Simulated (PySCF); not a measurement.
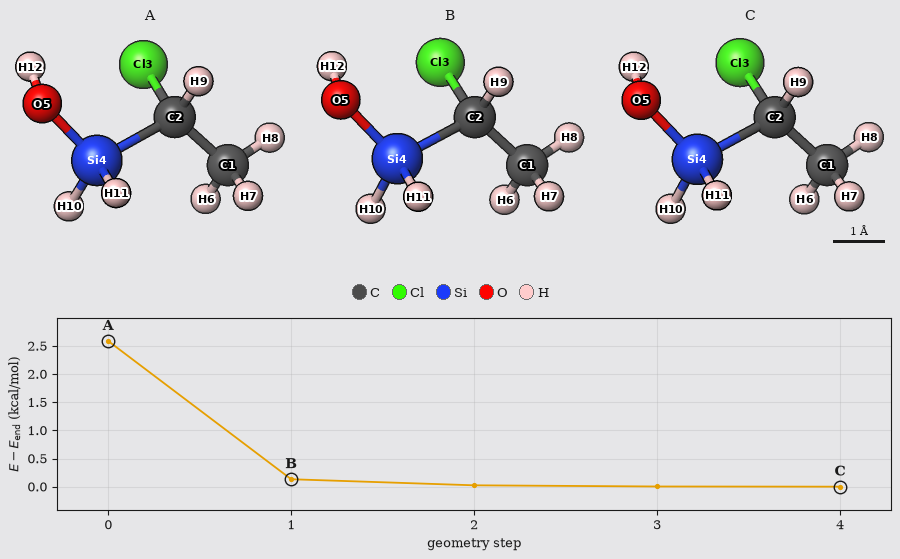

Frames of a relaxation of C2H7ClOSi, marked on the history of the run. The picture is a ball-and-stick view, seen at a tilt.

The start comes from GFN2-xTB.

The calculation used PBE0-D3(BJ)/def2-SVP geometry optimisation, gas phase in PySCF 2.14.0, density-fitted response routines. 

**Describe the path.**

The energy falls by 2.59 kcal/mol in 4 geometry steps. The largest move after the best rigid fit is that of H12, 0.15 Å. By element the largest moves are H 0.15 Å, Cl 0.11 Å, O 0.07 Å, Si 0.03 Å, C 0.02 Å. Some distances before and after: Si4–O5 1.618 → 1.661 Å, Si4–H11 1.455 → 1.490 Å, Si4–H10 1.461 → 1.495 Å, C2–Si4 1.919 → 1.899 Å. Bond angles that change, for instance: Si4–O5–H12 121.2° → 113.3°, H10–Si4–H11 114.7° → 110.3°, O5–Si4–H11 103.3° → 106.8°. The run took about 60 core-seconds on a shared host. From step 0 to 1: H12 moves most (0.12 Å), energy −2.45 kcal/mol. From step 1 to 4: H11 moves most (0.05 Å), energy −0.13 kcal/mol.

| step | E − E(0), kcal/mol |
| --- | --- |
| 0 | 0.00 |
| 1 | -2.45 |
| 2 | -2.56 |
| 3 | -2.58 |
| 4 | -2.59 |
